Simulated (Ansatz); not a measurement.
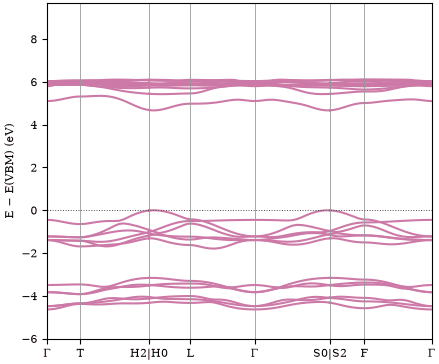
Fig. 1. Band structure from r²SCAN in the plane-wave PAW code Ansatz

The gap is 4.67 eV; an edge lies off the plotted path or next to a special point (maximum off the standard path, minimum on the Γ–S0 line, 97 % of the way from Γ).

The material is LaOF in space group R-3m (No. 166; La on 6c, O on 6c, F on 6c).

The first step of the workflow began from a Materials Project structure, measured or hypothetical; the Crystallography Open Database files this formula in space group No. 166, but the cells were not matched. Whether it is the stable phase at ambient conditions was not checked. The r²SCAN relaxation kept the symmetry of its start; whether a distortion lowers the energy is not shown. Scalar-relativistic: spin–orbit coupling is off unless named, which matters more the heavier the elements.

Potentials: the earlier of the program's two PAW sets.
